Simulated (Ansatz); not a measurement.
## Profile along the Zr–O line in BaZrO3 (cubic perovskite)

BaZrO3 (cubic perovskite)

```
CELL_PARAMETERS angstrom
      4.20498     0.00000     0.00000
      0.00000     4.20498     0.00000
      0.00000     0.00000     4.20498
ATOMIC_POSITIONS crystal
  Ba 0.00000 0.00000 0.00000
  Zr 0.50000 0.50000 0.50000
  O  0.00000 0.50000 0.50000
  O  0.50000 0.50000 0.00000
  O  0.50000 0.00000 0.50000
```

Fields along a shortest Zr–O line of a {100} plane (2.10 Å), from Zr to O, interpolated on the slice's grid (step about 0.1 Å). Method: r2SCAN (plane waves to 500 eV, PAW, scalar-relativistic; Ansatz, a quantum-chemistry and plane-wave program). k mesh 8×8×8. Inside the PAW spheres the values are not all-electron values, and peaks at nuclei hang on which shells count as valence. BaZrO3 is run without spin polarisation. BaZrO3 was relaxed with its symmetry unable to fall.

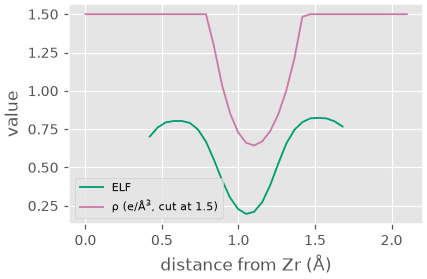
ELF (away from the nuclei) and valence density from Zr to O.

Density on the Zr–O line (2.10 Å) at its density minimum, 1.1 Å from Zr: 0.64 e/Å³. ELF at that point: 0.2.
